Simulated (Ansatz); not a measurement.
**Two runs on CHSi2**

System: CHSi2, multiplicity 2.
Method of run A: UKS wB97X-V/def2-TZVPP (Ansatz 0.2.0).

The geometry: displaced from a GFN2-xTB structure. Text and figures count atoms from 1; the logs count them from 0 in places.

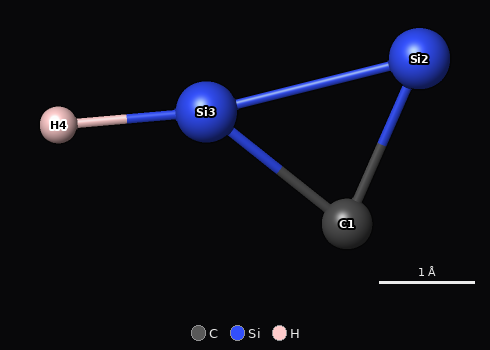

**Figure 1.** The structure as given in the input (ball-and-stick view, seen at a tilt; atoms are numbered from 1 in the order of the input). Bond lengths as drawn: C–Si 1.92 to 1.94 Å, H–Si 1.57 Å and Si–Si 2.31 Å.

### The input, run A
```yaml
crystal:
  periodic: [false, false, false]
  atoms:
    - {symbol: C, position_ang: [-0.318100, -1.064500, 0.900500]}
    - {symbol: Si, position_ang: [1.395600, -0.172700, 1.089000]}
    - {symbol: Si, position_ang: [-0.227500, 0.245100, -0.506500]}
    - {symbol: H, position_ang: [-1.195300, 0.801700, -1.612400]}
basis:
  gaussian: {orbitals: def2-TZVPP}
magnetization: {spin_polarized: true, initial_magnetization: 1}
hamiltonian: {xc: {name: wB97X-V}}
output: {forces: true}
```

Hardware: 4 CPU threads, shared host.

### Output (run A)
```
Functional definition: wB97X-V
  parameter omega = 0.3/bohr
  parameter cx = 0.167
  parameter cx1 = 0.603
  parameter cx2 = 1.194
  parameter css0 = 0.556
  parameter css1 = -0.257
  parameter cos0 = 1.219
  parameter cos1 = -1.850
  parameter b = 6.0
  parameter c = 0.01
  exchange = spin_sum(e_x_unif_sr(omega)*poly(b97_u_x, 1 - cx, cx1, cx2)) + cx*exact_x_sr(omega) + exact_x_lr(omega)
  correlation = spin_sum(e_c_pw_same_spin*poly(b97_u_same, css0, css1))
      + integral(e_c_pw_opposite_spin*poly(b97_u_opposite, cos0, cos1)) + vv10(b, c)
821 factors; their error is unknown
164 factors; integrals over basis functions are off by at most 2.7e-5 eV
mean field evaluation 1: about -16794.3053 eV, gradient 3.3e1 eV
mean field evaluation 2: about -16786.8198 eV, gradient 4.5e1 eV
mean field evaluation 4: about -16800.4036 eV, gradient 1.7e0 eV
mean field evaluation 8: about -16800.4807 eV, gradient 2.2e-1 eV
mean field evaluation 16: about -16800.5028 eV, gradient 1.0e-2 eV
mean field evaluation 32: about -16800.4871 eV, gradient 9.8e-1 eV
mean field -16800.50284711 eV, -617.4070918415 hartree, gradient 6.4e-5 eV, S^2 0.771241; 2 other end points of the search recorded, 0 dependent functions left out
the calculation of the forces begins
reference -16800.50284568 eV, -617.4070917890 hartree; 18, 17 occupied and 111, 112 virtual orbitals, 821 factors
Total energy: -16800.50284568 eV, -617.4070917890 hartree
Atom 0 at    -0.318100    -1.064500     0.900500 Å, force     2.026080     3.610381    -2.641853 eV/Å
Atom 1 at     1.395600    -0.172700     1.089000 Å, force    -1.833068    -1.063906    -0.130786 eV/Å
Atom 2 at    -0.227500     0.245100    -0.506500 Å, force    -0.889081    -1.974183     1.872837 eV/Å
Atom 3 at    -1.195300     0.801700    -1.612400 Å, force     0.696070    -0.572293     0.899802 eV/Å
Dipole moment:     0.032366     0.323310    -0.337145 e Å
```

The input of run B differs as follows (lines with − go, lines with + come):
```diff
-hamiltonian: {xc: {name: wB97X-V}}
+hamiltonian: {xc: lda}
```

How does run B compare with run A?

The total energies belong to different methods, so their difference says nothing on which is more stable or more accurate. The largest force goes from 4.911 to 4.515 eV/Å. The dipole moment goes from 2.25 to 2.16 D.

### Output (run B)
```
Functional definition: SPW92
  exchange = slater_x
  correlation = pw_c
815 factors; their error is unknown
mean field evaluation 1: about -16713.1414 eV, gradient 5.7e1 eV
mean field evaluation 2: about -16598.2092 eV, gradient 9.5e1 eV
mean field evaluation 4: about -16725.9064 eV, gradient 2.8e1 eV
mean field evaluation 8: about -16731.2970 eV, gradient 1.6e0 eV
mean field evaluation 16: about -16731.2817 eV, gradient 3.6e-3 eV
mean field -16731.28165059 eV, -614.8632597891 hartree, gradient 4.3e-5 eV, S^2 0.756231; 1 other end points of the search recorded, 0 dependent functions left out
the calculation of the forces begins
reference -16731.28168208 eV, -614.8632609463 hartree; 18, 17 occupied and 111, 112 virtual orbitals, 815 factors
Total energy: -16731.28168208 eV, -614.8632609463 hartree
Atom 0 at    -0.318100    -1.064500     0.900500 Å, force     1.823908     3.318130    -2.459331 eV/Å
Atom 1 at     1.395600    -0.172700     1.089000 Å, force    -1.529733    -0.956579    -0.030457 eV/Å
Atom 2 at    -0.227500     0.245100    -0.506500 Å, force    -0.799121    -1.963915     1.863367 eV/Å
Atom 3 at    -1.195300     0.801700    -1.612400 Å, force     0.504946    -0.397635     0.626421 eV/Å
Dipole moment:     0.055484     0.317067    -0.314899 e Å
```

### The two runs side by side

| quantity | run A | run B |
| --- | --- | --- |
| outcome | converged | converged |
| total energy (hartree) | −617.407092 | −614.863261 |
| dipole moment (D) | 2.25 | 2.16 |
| ⟨S²⟩ | 0.771 | 0.756 |
| largest force (eV/Å) | 4.911 | 4.515 |
| basis functions | 129 | 129 |
